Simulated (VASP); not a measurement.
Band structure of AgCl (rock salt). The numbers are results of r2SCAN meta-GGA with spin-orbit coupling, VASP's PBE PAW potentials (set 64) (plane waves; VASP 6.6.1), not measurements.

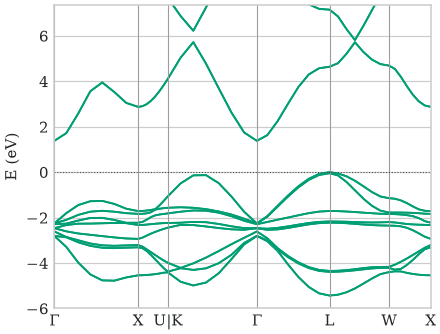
*Bands along high-symmetry lines, zero at the valence-band maximum or, without a gap, the Fermi level*

Q: Read the plot: is there a gap, and where are the band edges?

A: The gap is indirect, 1.38 eV, from the valence maximum at L to the conduction minimum at Γ.

The compound is AgCl in the rock salt structure. It was relaxed first.
